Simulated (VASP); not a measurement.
Band structure of Si (diamond). Computed with revPBE GGA, VASP's PBE PAW potentials (set 64) (plane waves; VASP).

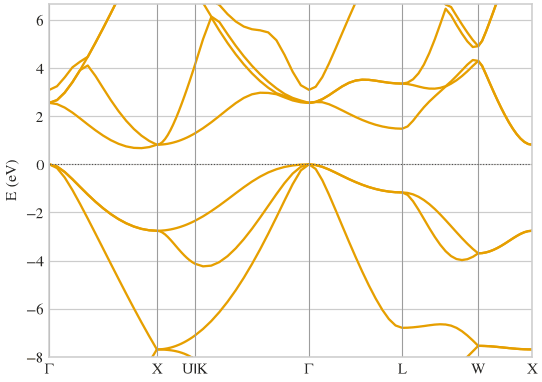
Figure. Bands along high-symmetry lines, zero at the valence-band maximum or, without a gap, the Fermi level

Task: Read the plot: is there a gap, and where are the band edges?

Result: The gap is indirect, 0.67 eV, from the valence maximum at Γ to the conduction minimum at Γ-X at 0.86. (Edges off the drawn lines would not show.)

Measured: gap 1.23 eV (computed value off by -0.56 eV), as given by Wei Chen et al., Physical Review Materials (2018), doi:10.1103/physrevmaterials.2.073803 [zero-point renormalisation of 0.06 eV added back (the table's ZPR column)].

The compound is Si in the diamond structure. It was relaxed first.
